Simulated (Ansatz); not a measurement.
A series of calculations on Be$_{16}$H

Part 1: Relaxation

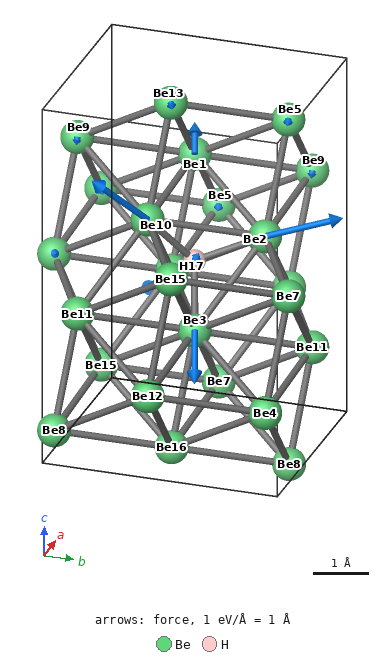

Starting geometry of a defect cell of composition Be16H with the computed forces as blue arrows. The picture is a ball-and-stick view of the cell of the calculation, reduced to other axes (origin shifted), seen from a free direction. Lengths and directions refer to the drawn axes.

It is an interstitial H in hcp Be. The run prepares an end point of a later path (interstitial hop) calculation, from a guessed geometry.

All numbers below come from DFT PBE-D3(BJ), scalar-relativistic, plane waves, PAW in Ansatz 0.2.0.

The input:
```yaml
crystal:
  lattice:
    - [-2.29, -3.966396, 0.0]
    - [3.435, -1.983198, 0.0]
    - [0.0, 0.0, 7.17686]
  atoms:
    - { symbol: Be, position: [0.75, 0.5, 0.0] }
    - { symbol: Be, position: [0.5, 0.3333333, 0.25] }
    - { symbol: Be, position: [0.75, 0.5, 0.5] }
    - { symbol: Be, position: [0.5, 0.3333333, 0.75] }
    - { symbol: Be, position: [0.5, 0.0, 0.0] }
    - { symbol: Be, position: [0.25, 0.8333333, 0.25] }
    - { symbol: Be, position: [0.5, 0.0, 0.5] }
    - { symbol: Be, position: [0.25, 0.8333333, 0.75] }
    - { symbol: Be, position: [0.25, 0.5, 0.0] }
    - { symbol: Be, position: [0.0, 0.3333333, 0.25] }
    - { symbol: Be, position: [0.25, 0.5, 0.5] }
    - { symbol: Be, position: [0.0, 0.3333333, 0.75] }
    - { symbol: Be, position: [0.0, 0.0, 0.0] }
    - { symbol: Be, position: [0.75, 0.8333333, 0.25] }
    - { symbol: Be, position: [0.0, 0.0, 0.5] }
    - { symbol: Be, position: [0.75, 0.8333333, 0.75] }
    - { symbol: H, position: [0.7508246, 0.50043, 0.3021273] }
basis:
  ecutwfc: 420.0
kpoints:
  mp_grid: { grid: [5, 6, 4] }
hamiltonian:
  xc: pbe
  dispersion: d3bj
scf:
  occupations: { method: gaussian, width: 0.05 }
  lower_state_search: "off"
relax:
  f_tol: 0.03
  max_steps: 60
  adjacent_minimum: "off"
output:
  write_density: true
  write_potential: true
  elf: true
  volumetric_format: npy
```

Run as
```bash
ansatz run input.yaml --threads 2 --pin off --max-ram 5120MiB --backend cpu --events-out ev --progress --plain --runs-dir out
```

**What follows when this structure is relaxed?**

It isn't relaxed: the largest force vector, on Be14, is 1.56 eV/Å. The final displacements follow the starting forces only in part (cosine between the two patterns 0.78). The largest move is that of H17, 0.15 Å along +c. By element the largest moves are H 0.15 Å, Be 0.14 Å. The lattice vectors keep their values. Some distances before and after: Be10–Be14 2.290 → 2.504 Å, Be2–Be10 2.290 → 2.494 Å, Be2–Be10 (another image) 2.290 → 2.086 Å, Be3–H17 1.420 → 1.596 Å. Bond angles that change, for instance: Be2–H17–Be3 105.6° → 98.5°, Be2–H17–Be14 112.7° → 118.0°, Be2–H17–Be10 112.8° → 117.3°. The energy falls by 0.308 eV per cell of the calculation in 3 accepted moves (4 points after the start). The largest force component goes from 1.5 to 0.016 eV/Å. The line search rejected the trial step at point 3 of the run.

Limits of the set-up: the periodic images lie only 4.0 Å apart, so the values are limited by the cell's size.

Part 2: Relaxation

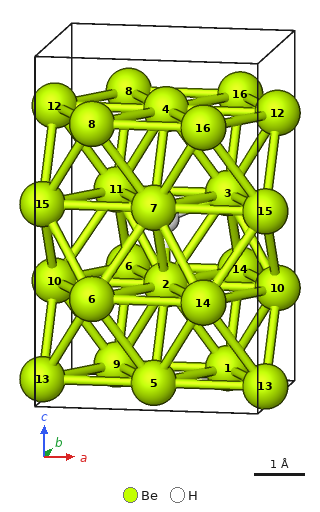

A defect cell of composition Be$_{16}$H, before the relaxation. The picture is a ball-and-stick view of the cell of the calculation (origin shifted), seen slightly off an axis.

It is an interstitial H in hcp Be. The run prepares an end point of a later path (interstitial hop) calculation, from a guessed geometry.

Level of theory: DFT PBE-D3(BJ), scalar-relativistic, plane waves, PAW (Ansatz 0.2.0).

Input
```yaml
crystal:
  lattice:
    - [-2.29, -3.966396, 0.0]
    - [3.435, -1.983198, 0.0]
    - [0.0, 0.0, 7.17686]
  atoms:
    - { symbol: Be, position: [0.75000007, 0.50000004, 0.0] }
    - { symbol: Be, position: [0.50000004, 0.33333336, 0.25] }
    - { symbol: Be, position: [0.75000007, 0.50000004, 0.5] }
    - { symbol: Be, position: [0.50000004, 0.33333336, 0.75] }
    - { symbol: Be, position: [0.50000003, 2.0e-08, 0.0] }
    - { symbol: Be, position: [0.25000004, 0.83333336, 0.25] }
    - { symbol: Be, position: [0.50000003, 2.0e-08, 0.5] }
    - { symbol: Be, position: [0.25000004, 0.83333336, 0.75] }
    - { symbol: Be, position: [0.25000003, 0.50000002, 0.0] }
    - { symbol: Be, position: [1.0e-08, 0.33333334, 0.25] }
    - { symbol: Be, position: [0.25000003, 0.50000002, 0.5] }
    - { symbol: Be, position: [1.0e-08, 0.33333334, 0.75] }
    - { symbol: Be, position: [0.0, 0.0, 0.0] }
    - { symbol: Be, position: [0.75000008, 0.83333338, 0.25] }
    - { symbol: Be, position: [0.0, 0.0, 0.5] }
    - { symbol: Be, position: [0.75000008, 0.83333338, 0.75] }
    - { symbol: H, position: [0.49561187, 0.32382377, 0.43838822] }
basis:
  ecutwfc: 420.0
kpoints:
  mp_grid: { grid: [5, 6, 4] }
hamiltonian:
  xc: pbe
  dispersion: d3bj
scf:
  occupations: { method: gaussian, width: 0.05 }
  lower_state_search: "off"
relax:
  f_tol: 0.03
  max_steps: 60
  adjacent_minimum: "off"
output:
  write_density: true
  write_potential: true
  elf: true
  volumetric_format: npy
```

Command:
```bash
ansatz run input.yaml --threads 2 --pin off --max-ram 5120MiB --backend cpu --events-out ev --progress --plain --runs-dir out
```

Q: Where does the relaxation end?

A: H17 moves most: 0.23 Å roughly along +c. By element the largest moves are H 0.23 Å, Be 0.14 Å. The cell doesn't change. Some distances before and after: Be2–H17 1.353 → 1.604 Å, Be3–Be7 2.290 → 2.505 Å, Be3–Be11 2.290 → 2.495 Å, Be3–Be11 (another image) 2.290 → 2.085 Å. Among the angles between lasting bonds that change: Be2–H17–Be7 110.6° → 98.5°, Be2–H17–Be11 108.3° → 98.1°, Be3–H17–Be11 108.3° → 117.5°. After 4 accepted moves (5 points after the start) the energy has fallen by 0.346 eV per cell of the calculation. The largest force component goes from 1.5 to 0.015 eV/Å. 1 step only repeated the SCF at the same geometry.

Final geometry:

```
Be H
1.0
    -2.29000   -3.96640    0.00000
     3.43500   -1.98320    0.00000
     0.00000    0.00000    7.17686
Be H
16 1
Direct
  0.75116 0.50005 0.99849
  0.49973 0.33204 0.24620
  0.77216 0.51274 0.49897
  0.49971 0.33287 0.75436
  0.49974 0.99655 0.99825
  0.24756 0.83321 0.24734
  0.49974 0.96504 0.49847
  0.24908 0.83357 0.74704
  0.24831 0.50004 0.99850
  0.99975 0.33200 0.24558
  0.22733 0.51271 0.49895
  0.99975 0.33224 0.74821
  0.99973 0.00036 0.99721
  0.75195 0.83323 0.24734
  0.99976 0.01083 0.49677
  0.75038 0.83360 0.74704
  0.49977 0.32940 0.46967
```

After the run, drawn alike:

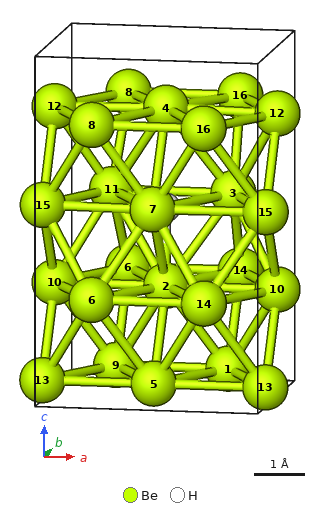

Limits of the set-up: the periodic images lie only 4.0 Å apart, so the values are limited by the cell's size.

Part 3: Path

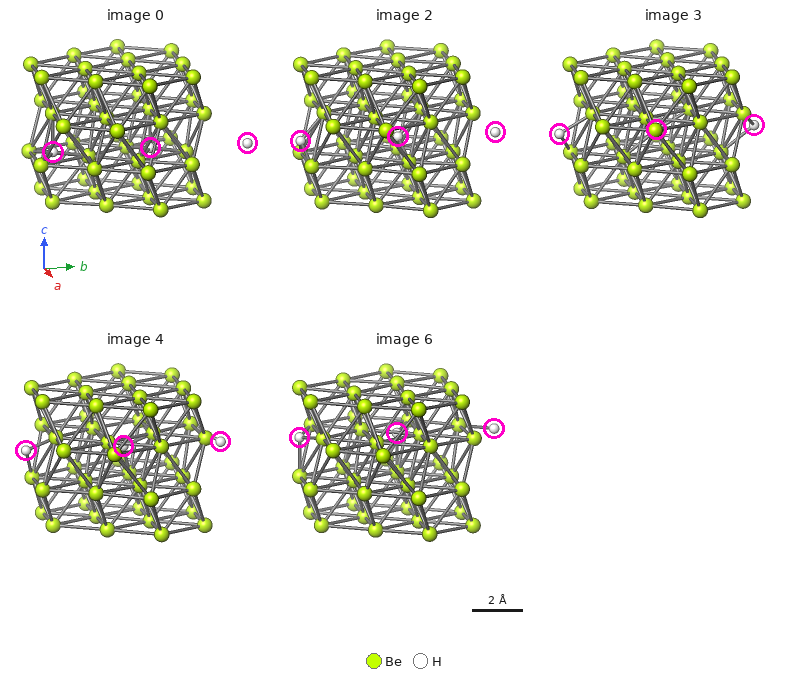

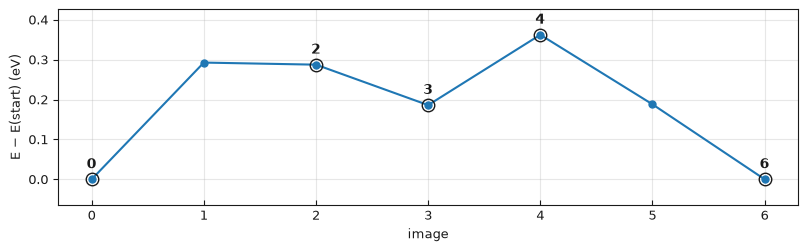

NEB run on Be with an interstitial H (17 atoms in the cell). Images are numbered from 0 (start) to 6 (end). The picture is a ball-and-stick view of the atoms within 4.6 Å of the middle of the path, seen slightly off an axis. The moving atom is ringed, with any periodic copies. Bonds to atoms that aren't drawn are left out.

These are results of DFT PBE-D3(BJ), scalar-relativistic, plane waves, PAW (Ansatz), not measurements.

Input file:
```yaml
crystal:
  lattice:
    - [-2.29, -3.966396, 0.0]
    - [3.435, -1.983198, 0.0]
    - [0.0, 0.0, 7.17686]
  atoms:
    - { symbol: Be, position: [0.7500503, 0.49992941, -0.00507834] }
    - { symbol: Be, position: [0.47780623, 0.32022273, 0.25025] }
    - { symbol: Be, position: [0.75005473, 0.50044843, 0.50356763] }
    - { symbol: Be, position: [0.49851514, 0.33278747, 0.75089922] }
    - { symbol: Be, position: [0.49947382, -0.00076819, 0.00223711] }
    - { symbol: Be, position: [0.25003315, 0.82190241, 0.25235784] }
    - { symbol: Be, position: [0.49777602, -0.00039083, 0.50217722] }
    - { symbol: Be, position: [0.2500543, 0.83249428, 0.75220129] }
    - { symbol: Be, position: [0.25005583, 0.50046636, 0.00115099] }
    - { symbol: Be, position: [0.02228683, 0.32021502, 0.25023579] }
    - { symbol: Be, position: [0.25004391, 0.50071834, 0.50391694] }
    - { symbol: Be, position: [0.00158431, 0.33278813, 0.75089702] }
    - { symbol: Be, position: [0.00063252, -0.00077685, 0.002235] }
    - { symbol: Be, position: [0.75004657, 0.86757381, 0.25055494] }
    - { symbol: Be, position: [0.00232641, -0.00039802, 0.50217361] }
    - { symbol: Be, position: [0.75004675, 0.83637093, 0.75112441] }
    - { symbol: H, position: [0.75003778, 0.50351298, 0.28122662] }
basis:
  ecutwfc: 420.0
kpoints:
  mp_grid: { grid: [5, 6, 4] }
hamiltonian:
  xc: pbe
  dispersion: d3bj
scf:
  occupations: { method: gaussian, width: 0.05 }
  lower_state_search: "off"
neb:
  images: 5
  f_tol: 0.05
  initial_path: linear
  max_iterations: 48
  final_atoms:
    - { symbol: Be, position: [0.75115688, 0.50005462, -0.00150762] }
    - { symbol: Be, position: [0.4997311, 0.3320388, 0.24619716] }
    - { symbol: Be, position: [0.77216184, 0.51273744, 0.49897275] }
    - { symbol: Be, position: [0.49970936, 0.33286964, 0.75436384] }
    - { symbol: Be, position: [0.49973983, -0.00344533, -0.00175382] }
    - { symbol: Be, position: [0.24756222, 0.83321038, 0.24733763] }
    - { symbol: Be, position: [0.49974134, -0.03495508, 0.49846541] }
    - { symbol: Be, position: [0.24908016, 0.83357249, 0.74703933] }
    - { symbol: Be, position: [0.24831357, 0.50004055, -0.0014998] }
    - { symbol: Be, position: [-0.00024968, 0.33199581, 0.2455792] }
    - { symbol: Be, position: [0.22733058, 0.51270912, 0.49895267] }
    - { symbol: Be, position: [-0.00025242, 0.33224468, 0.74821254] }
    - { symbol: Be, position: [-0.00027214, 0.00035646, -0.00279278] }
    - { symbol: Be, position: [0.75194838, 0.83322602, 0.24733944] }
    - { symbol: Be, position: [-0.00024157, 0.01083403, 0.49676942] }
    - { symbol: Be, position: [0.75038273, 0.83359947, 0.74704397] }
    - { symbol: H, position: [0.49977028, 0.3294017, 0.46966889] }
  order_check: true
```

Launched with:
```bash
ansatz run input.yaml --threads 2 --pin off --max-ram 5120MiB --backend cpu --events-out ev --progress --plain --runs-dir out
```

### Describe the mechanism and the energy profile.

The two ends have the same energy, and the highest point, image 4, lies 0.36 eV above the start. The profile has 2 maxima (images 1, 4) with a dip at image 3 (+0.19 eV), so the process runs in steps. The path has more than one stage, and so few images may leave a stage unresolved. The H atom travels furthest, 1.90 Å from end to end, along [−3 −2 2], on a path that bends up to 0.95 Å away from the straight line. At the highest image its nearest neighbour (Be) is 1.43 Å away, against 1.46 Å at the start, and the surrounding atoms stand up to 0.11 Å off the mean of their end positions. The band converged in 17 iterations. The climbing image converged on the top of the path. A check of its curvatures didn't confirm a first-order saddle.

Limits of the set-up: the periodic images lie only 4.0 Å apart, so the values are limited by the cell's size.
